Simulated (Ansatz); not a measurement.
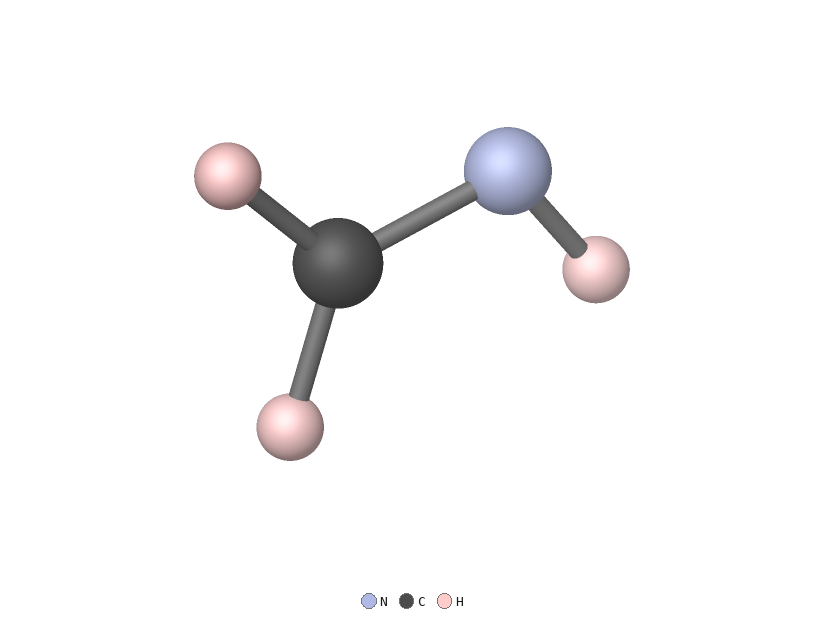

A ball-and-stick model of a molecule. Every bond is drawn as one stick, whatever its order.

Computed geometry: PBE0-D4/def2-TZVP optimisation.

**Give the formula.**

CH3N, 5 atoms: 1 carbon, 3 hydrogen and 1 nitrogen.

**How many sets of symmetry-equivalent atoms are there?**

5: 1 N, 1 C, 1 H, 1 H, 1 H.

**Give the symmetry (Schoenflies symbol).**

Cs.

**How many bonds of each kind are drawn?**

2 C–H, 1 C–N, 1 N–H. Sticks follow a distance rule.

The parts below concern this one geometry. Atoms keep their numbers from picture to picture.

**Shape**

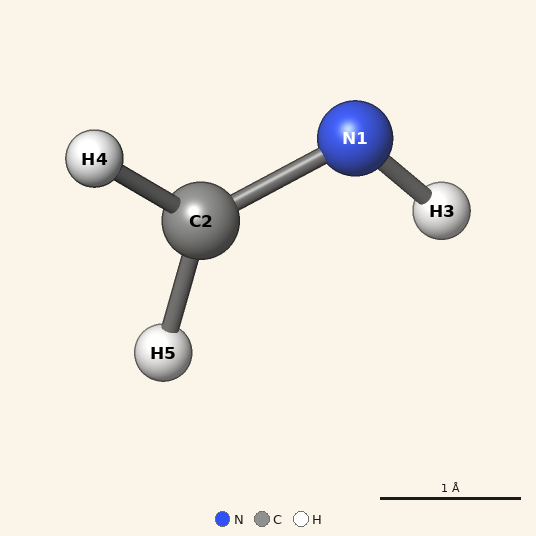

Numbered structure.

Give the bond lengths.

```json
{"bond": "N1–C2", "length (Å)": "1.261"}
{"bond": "N1–H3", "length (Å)": "1.021"}
{"bond": "C2–H4", "length (Å)": "1.092"}
{"bond": "C2–H5", "length (Å)": "1.096"}
```

**Electronic properties**

Level of theory: RKS PBE0-D4/def2-TZVPP (Ansatz 0.2.0).

Computed properties:

- HOMO energy (Kohn–Sham orbital): −7.78 eV
- LUMO energy (Kohn–Sham orbital): −0.45 eV
- HOMO–LUMO gap: 7.33 eV

**Charges**

The questions are on Mulliken charges. Properties computed with RKS PBE0-D4/def2-TZVP (Ansatz 0.2.0).

**Which atom carries the highest charge (most positive or least negative)?**

H3 (0.21 e).

**And the lowest?**

N1 (−0.31 e).

List the Mulliken charges.

```tsv
atom	value (e)
N1	−0.31
C2	−0.14
H3	0.21
H4	0.13
H5	0.11
```

**Dipole moment**

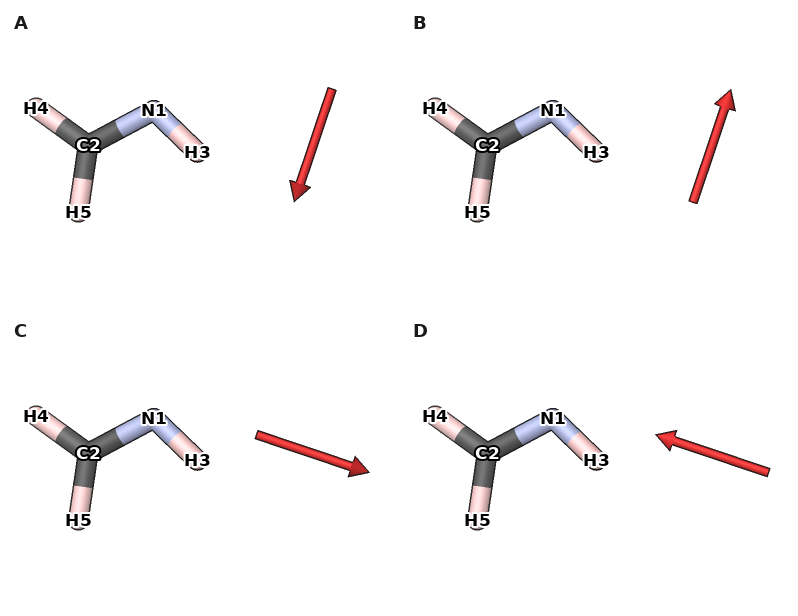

The same molecule four times, each with an arrow. Method: RKS PBE0-D4/def2-TZVP (Ansatz 0.2.0).

**Which arrow points along the dipole moment, from the negative to the positive end?**

A. The dipole moment is 2.01 D; it points from the side of N1 to the side of H5 (the outermost atoms at the two ends).

**Thermal motion**

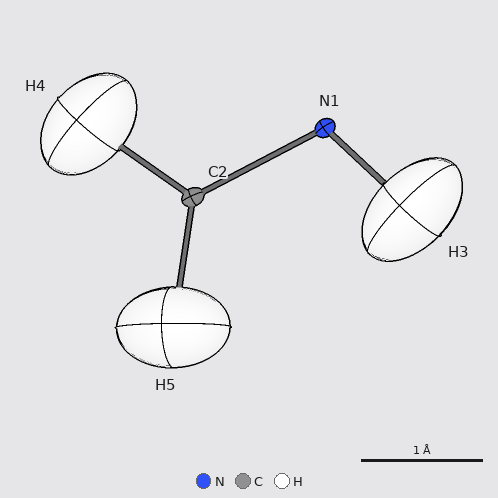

Displacement ellipsoids at the 50 % level, enlarged 3 times, from the internal vibrations of the free molecule (harmonic, no overall translation or rotation; no half-axis is drawn under 0.075 Å). Vibrations computed with RKS PBE0-D4/def2-TZVP (Ansatz 0.2.0). Temperature: 298 K.

**Which atom has the largest mean-square displacement?**

H3, with U_eq = 0.0085 Å².

**Does H3 move more along its bond or across it?**

Across it: the root-mean-square amplitude is 0.068 Å along the bond and up to 0.111 Å across, since bending and torsion are softer than stretching.

Give the displacement parameters, one line for each set of equivalent atoms.

| atom | U_eq (Å²) | rms amplitudes (Å) |
| --- | --- | --- |
| N1 | 0.00020 | 0.010, 0.011, 0.020 |
| C2 | 0.00035 | 0.016, 0.018, 0.021 |
| H3 | 0.0085 | 0.068, 0.093, 0.111 |
| H4 | 0.0080 | 0.072, 0.090, 0.103 |
| H5 | 0.0079 | 0.072, 0.087, 0.104 |

Mulliken values depend strongly on the basis set and can even reverse the polarity of a bond.
